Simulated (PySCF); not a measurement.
# BNH4 (SMILES BN) at 6 levels

Wanted: a comparison of 6 runs (B2PLYP/def2-TZVPP, B3LYP/def2-TZVPP, M06-L/def2-TZVPP, SVWN5/def2-TZVPP, wB97M-V/def2-TZVPP, CCSD(T)/def2-TZVPP) of BNH4. 

The results are computed with PySCF 2.14.0.

## (1) The system as given

BNH4: 6 atoms, total charge 0, spin state singlet. As SMILES, `BN`. Geometry: relaxed at PBE0-D4/def2-TZVP.

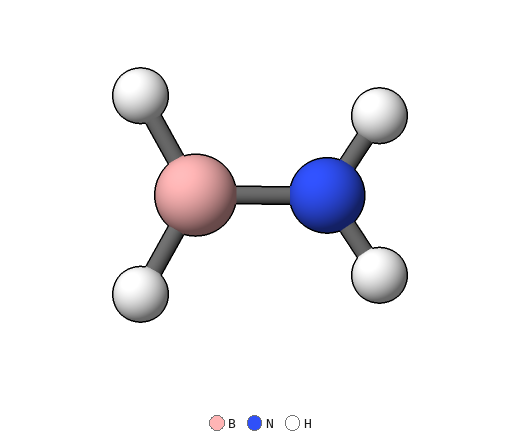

The structure, seen from a chosen angle (boron pink, nitrogen blue, hydrogen white).

## (2) The energy at B2PLYP/def2-TZVPP (run 1)

File calc.py:

```python
from pyscf import gto, dft, mp

mol = gto.Mole()
mol.atom = '''
B     -0.242263    -1.284258    -0.048377
N      0.276089     1.280100     0.020409
H      0.426700    -2.585145     1.677132
H     -1.345485    -2.132934    -1.831523
H     -0.229791     2.482533    -1.362115
H      1.194307     2.119139     1.457546
'''
mol.max_memory = 1860
mol.basis = 'def2-tzvpp'
mol.unit = 'bohr'
mol.verbose = 4
mol.build()

calc0 = dft.RKS(mol)
calc0.xc = '0.53*HF + 0.47*B88, 0.73*LYP'
calc0.grids.level = 5
calc0.conv_tol = 1e-10
calc0.kernel()
if not calc0.converged:
    calc0 = calc0.newton().run(calc0.mo_coeff, calc0.mo_occ)

pt = mp.MP2(calc0, frozen=2).run()
energy = calc0.e_tot + 0.27 * pt.e_corr
print('PT2 part  %.8f' % (0.27 * pt.e_corr))
print('Final energy', energy)
```

On the command line:

```bash
$ OMP_NUM_THREADS=1 python calc.py
```

Standard output:

```text
PySCF version 2.14.0

[... 74 lines left out ...]
converged SCF energy = -81.8918581070822
[... 1 line left out ...]
******** <class 'pyscf.mp.mp2.RMP2'> ********
nocc = 6, nmo = 116
frozen orbitals 2
E(RMP2) = -82.2860305261627  E_corr = -0.394172419080499
E(SCS-RMP2) = -82.2921434912003  E_corr = -0.400285384118075
E_corr(same-spin) = -0.083909444744451
E_corr(oppo-spin) = -0.310262974336048
PT2 part  -0.10642655
Final energy -81.99828466023395
```

Wall time 18 s (1 thread of Intel Xeon at 2.70GHz, shared host); peak memory 0.62 GiB.

## (3) A single-point energy at B3LYP/def2-TZVPP (run 2)

File input.xyz:

```xyz
6
BH4N
B     -0.128200    -0.679600    -0.025600
N      0.146100     0.677400     0.010800
H      0.225800    -1.368000     0.887500
H     -0.712000    -1.128700    -0.969200
H     -0.121600     1.313700    -0.720800
H      0.632000     1.121400     0.771300
```

File run.py:

```python
from pyscf import gto, dft

system = gto.M(
    atom='input.xyz',
    basis='def2-tzvpp',
    verbose=3,
    max_memory=1860,
)

myscf = dft.RKS(system)
myscf.xc = 'b3lyp'
myscf.grids.level = 5
myscf.conv_tol = 1e-10
myscf.kernel()
if not myscf.converged:
    myscf = myscf.newton().run(myscf.mo_coeff, myscf.mo_occ)

energy = myscf.e_tot
print('Final energy', energy)
```

On the command line:

```bash
$ OMP_NUM_THREADS=1 python run.py
```

Standard output:

```text
converged SCF energy = -82.0838328138011
Final energy -82.08383281380105
```

It took 19 s on 1 thread of Intel Xeon at 2.70GHz, shared host; peak memory 0.62 GiB.

Runs 3 to 5 aren't shown in full; the table further down has their settings and results.

## (4) A single-point energy at CCSD(T)/def2-TZVPP (run 6)

input.xyz: that of step 3 with these lines changed.

```diff
@@ -1,3 +1,3 @@
 6
-BH4N
+
 B     -0.128200    -0.679600    -0.025600
```

File run.py:

```python
from pyscf import gto, cc

mol = gto.M(
    atom='input.xyz',
    basis='def2-tzvpp',
    charge=0,
    verbose=3,
    max_memory=1860,
)

mf = mol.RHF()
mf.conv_tol = 1e-10
mf.kernel()
if not mf.converged:
    mf = mf.newton().run(mf.mo_coeff, mf.mo_occ)

mycc = cc.CCSD(mf, frozen=2)
mycc.kernel()
e_t = mycc.ccsd_t()
e_tot = mycc.e_tot + e_t
print('E(%s) = %.9f' % ('CCSD(T)', e_tot))
```

On the command line:

```bash
$ OMP_NUM_THREADS=1 python run.py
```

Standard output:

```text
converged SCF energy = -81.529671767148
E(CCSD) = -81.87952117841635  E_corr = -0.3498494112683627
CCSD(T) correction = -0.0120375935799662
E(CCSD(T)) = -81.891558772
```

It took 46 s on 1 thread of Intel Xeon at 2.70GHz, shared host; peak memory 1.7 GiB.

## (5) The series

| run | level | frozen core orbitals | nlc grid | energy (Eh) | dipole moment (D) of the reference | HOMO energy (eV) | LUMO energy (eV) | wall time |
| --- | --- | --- | --- | --- | --- | --- | --- | --- |
| 1 | B2PLYP/def2-TZVPP | 2 | – | -81.998285 | 1.85 | -9.88 | 1.44 | 18 s |
| 2 | B3LYP/def2-TZVPP | – | – | -82.083833 | 1.96 | -8.44 | -0.02 | 19 s |
| 3 | M06-L/def2-TZVPP | – | – | -82.061743 | 2.04 | -7.52 | -0.28 | 29 s |
| 4 | SVWN5/def2-TZVPP | – | – | -81.301186 | 2.10 | -7.48 | -0.99 | 8.4 s |
| 5 | wB97M-V/def2-TZVPP | – | 1 | -82.025387 | 1.97 | -11.12 | 2.06 | 62 s |
| 6 | CCSD(T)/def2-TZVPP | 2 | – | -81.891559 | 1.73 | -11.98 | 3.29 | 46 s |

## (6) Results

| quantity | value |
| --- | --- |
| run 6: total energy | -81.89156 Eh |
| run 6: dipole moment (Hartree–Fock density) | 1.73 D |
| run 6: HOMO energy (Hartree–Fock orbitals) | -11.98 eV |
| run 6: LUMO energy (Hartree–Fock orbitals) | 3.29 eV |
| run 6: HOMO–LUMO gap (Hartree–Fock orbitals) | 15.27 eV |
| run 6: correlation energy (2 core orbitals frozen) | -361.9 mEh |
| run 6: (T) correction | -12.04 mEh |
| run 6: T1 diagnostic | 0.012 |

Over runs 1, 2, 3, 4, 5 the dipole moment (its size) runs from 1.85 D (B2PLYP/def2-TZVPP) to 2.10 D (SVWN5/def2-TZVPP). A double hybrid's value is that of its SCF part. Over runs 1, 2, 3, 4, 5 the HOMO–LUMO gap runs from 6.49 eV (SVWN5/def2-TZVPP) to 13.18 eV (wB97M-V/def2-TZVPP). Totals of different functionals can't be ranked against each other. All runs together took 3 min, the longest 62 s.
